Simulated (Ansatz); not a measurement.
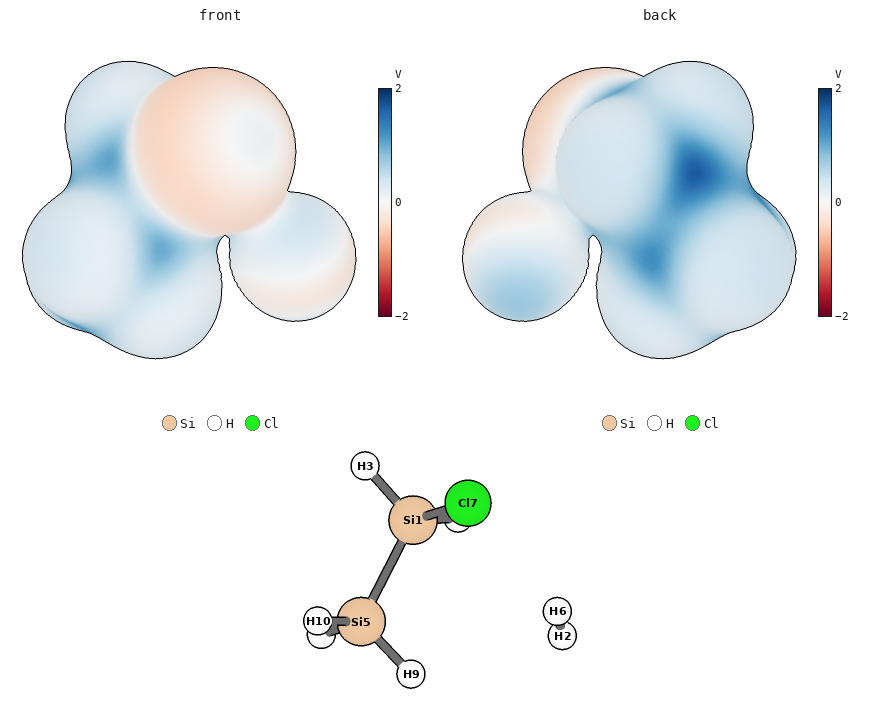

Figure. ClH5Si2···H2. The electrostatic potential painted on the density surface at 0.002 e/bohr³, seen from the front and from behind; red is negative and blue positive. The bare structure is drawn below in the same view.

The product side of a reaction path; geometry: PBE0-D4/def2-TZVP.

These are results of RKS PBE0-D4/def2-TZVPP (Ansatz 0.2.0), not measurements.

```csv
atom,x (Å),y (Å),z (Å)
Si,-0.7902,0.6914,-0.7001
H,-0.0089,-3.0621,-0.2417
H,-1.3881,2.0186,-0.9932
H,-1.8823,-0.2905,-0.4843
Si,0.6744,0.7866,1.1198
H,0.1776,-2.6758,-0.8531
Cl,0.2654,0.1009,-2.3750
H,-0.0730,1.2130,2.3341
H,1.2732,-0.5522,1.3556
H,1.7520,1.7701,0.8377
```

Which sites attract a positive test charge, and which a negative one?

A positive charge is drawn to the negative regions and a negative charge to the positive ones. The most negative region (about −0.4 V, or −9 kcal/mol for a unit charge) lies over Cl7, the most positive (about +1.5 V, or +35 kcal/mol for a unit charge) over Si1.
